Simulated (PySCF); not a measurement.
Consider C₅H₁₁N₂PSi.

Input file:

```
{"job": {"kind": "nmr", "xc": "PBE0", "basis": "pcSseg-1"}, "charge": 0, "multiplicity": 1}
C     -1.059995     1.355751     1.335695
C     -0.599531     0.664712     0.063529
C     -1.297545    -0.682652    -0.171177
C     -1.249213    -1.489135     1.022630
N     -1.207866    -2.149949     1.955116
C     -0.543052    -1.421371    -1.286652
N      0.859804    -1.124232    -1.122469
Si     1.230297     0.137787    -0.026144
P      2.554892     1.664448    -0.993760
H     -2.133395     1.545896     1.312537
H     -0.843558     0.744640     2.209277
H     -0.548788     2.309670     1.448422
H     -0.836722     1.308872    -0.789665
H     -2.352357    -0.550566    -0.440730
H     -0.723577    -2.501072    -1.223159
H     -0.900869    -1.072378    -2.265010
H      1.487886    -1.671737    -1.683143
H      1.704514    -0.350423     1.283054
H      2.756552     2.379468     0.171064
H      3.697376     0.912950    -0.802450
```

Run with:

```sh
OMP_NUM_THREADS=1 python probes_run.py task.json out
```

Geometry: GFN2-xTB.

Level of theory: PBE0/pcSseg-1, SCF density, gas phase, non-relativistic in PySCF.

> What will maps of the electron density and electron localisation function show?

Si–N (1.71 Å): ρ is about 1.1 e/Å³ halfway; the ELF peaks at about 0.90 between the atoms, as expected for a polar covalent bond.
N–H (1.00 Å): ρ at the midpoint is about 2.8 e/Å³; the ELF climbs to about 1 towards the hydrogen, as it does in any bond to H: a covalent bond by its length.

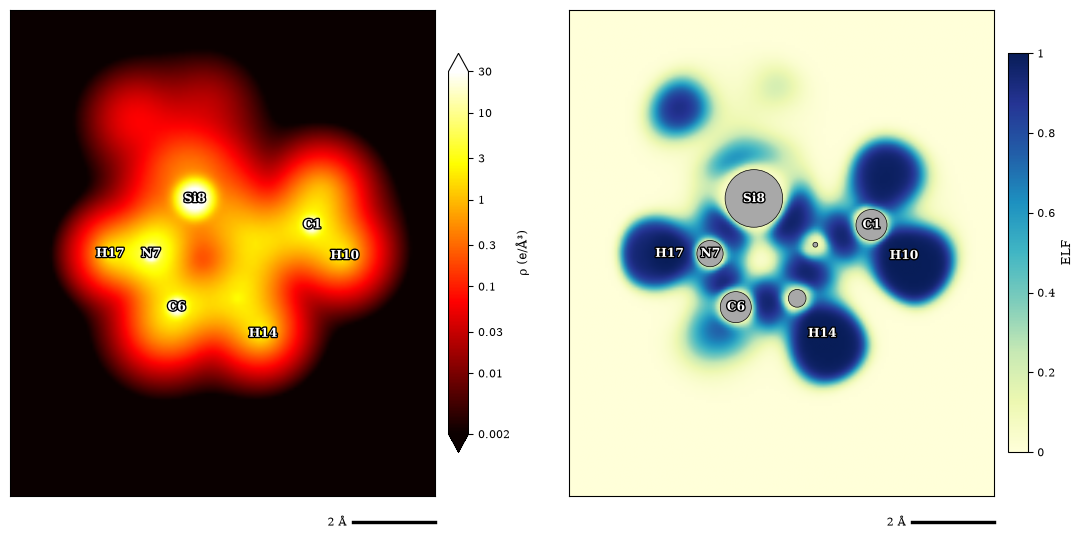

Computed electron density and electron localisation function on the plane of atoms C6, N7 and Si8, in this order. Grey discs cover the atomic cores in the ELF map. 
